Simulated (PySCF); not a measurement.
## Electronic structure of C3H7N (cyclopropylamine) in real space

```yaml
atoms:
  - { symbol: N, position_ang: [1.4853, 0.5199, 0.3884] }
  - { symbol: C, position_ang: [0.2433, 0.4648, -0.3231] }
  - { symbol: C, position_ang: [-1.0358, 0.2737, 0.4245] }
  - { symbol: C, position_ang: [-0.5434, -0.8103, -0.4951] }
  - { symbol: H, position_ang: [1.4639, -0.1010, 1.1903] }
  - { symbol: H, position_ang: [2.2555, 0.2384, -0.2101] }
  - { symbol: H, position_ang: [0.2393, 1.1632, -1.1525] }
  - { symbol: H, position_ang: [-1.8990, 0.8492, 0.1287] }
  - { symbol: H, position_ang: [-0.9781, 0.0971, 1.4881] }
  - { symbol: H, position_ang: [-1.0690, -0.9799, -1.4221] }
  - { symbol: H, position_ang: [-0.1565, -1.7124, -0.0431] }
```

Geometry: GFN2-xTB.

Computed with PySCF, PBE0/def2-SVPD, SCF density, gas phase.

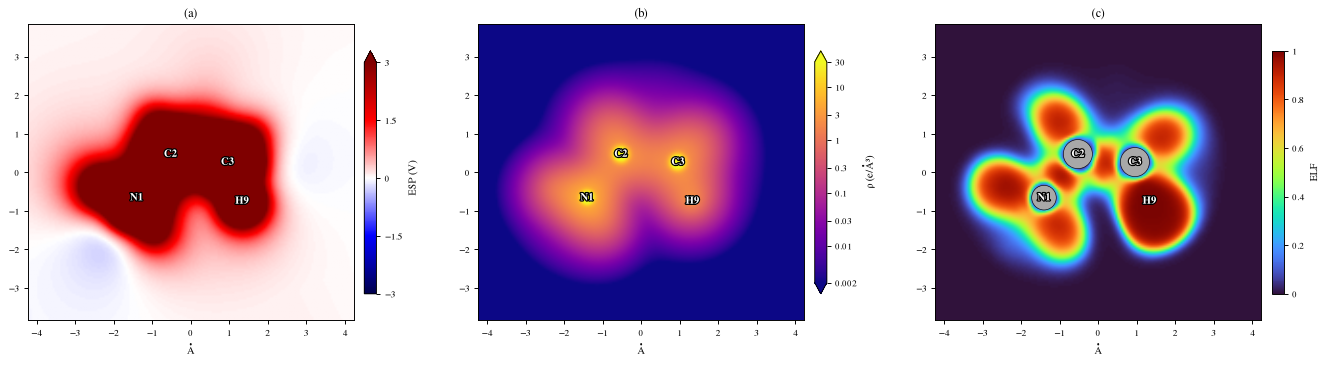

Figure 1. (a) molecular electrostatic potential; (b) total electron density; (c) electron localisation function on the plane of atoms N1, C2 and C3. Grey discs cover the atomic cores in the ELF map.

**What does the map show?**

- Atoms in the plane: N, C and H.
- C–N (1.43 Å): ρ at the midpoint is about 2 e/Å³; the ELF peaks at about 0.95 between the atoms, as expected for a covalent bond.
- C–C (1.49 Å): ρ is about 1.6 e/Å³ halfway; the ELF peaks at about 0.90 between the atoms: a shared electron pair.
- C–H (1.08 Å): ρ is about 2 e/Å³ halfway; the ELF climbs to about 1 towards the hydrogen, as it does in any bond to H (an ordinary covalent bond to hydrogen).
- The potential has no marked negative region in this plane.

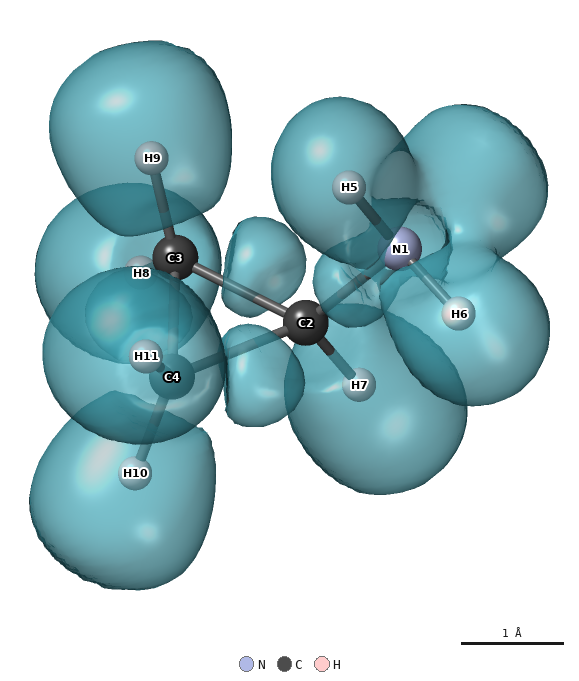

Figure 2. Isosurface of the electron localisation function at 0.75 (cyan), seen at a tilt. Only the valence region is drawn (cores and ρ < 0.01 e/Å³ removed).

**Identify the bonds, lone pairs and shells in this picture.**

At this value the surface marks out three regions between bonded C–C atoms (shared pairs), five regions around hydrogen nuclei and one joined region spread over several atoms (H, N), in which their bonds and any lone pairs are merged.

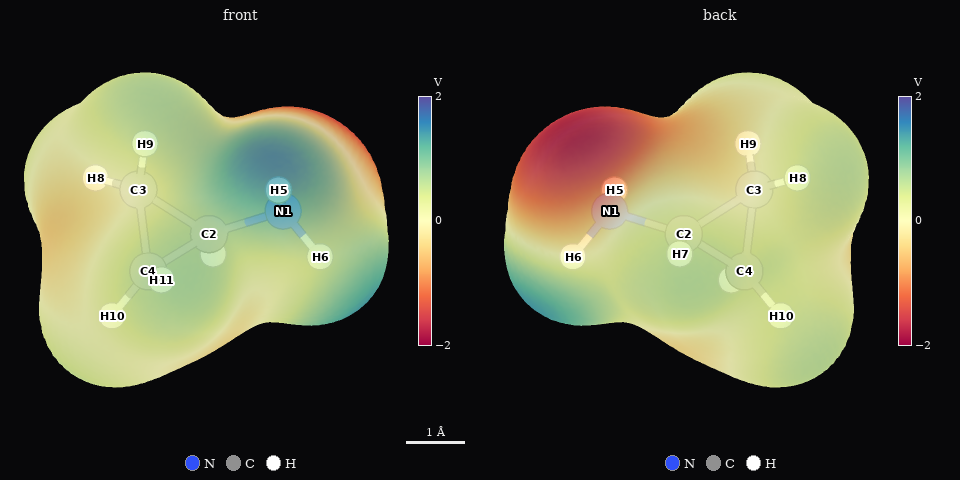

Figure 3. The electrostatic potential painted on the density surface at 0.002 e/bohr³, seen from the front and from behind; red is negative and blue positive.

**Where is the surface potential most negative and most positive?**

The most negative region (about −1.8 V) lies over N1, the most positive (about +1.4 V) over H5 and H6. N1 is the likeliest acceptor of a hydrogen bond.

**How polar is the molecule by this calculation?**

Its dipole moment is 1.18 D.
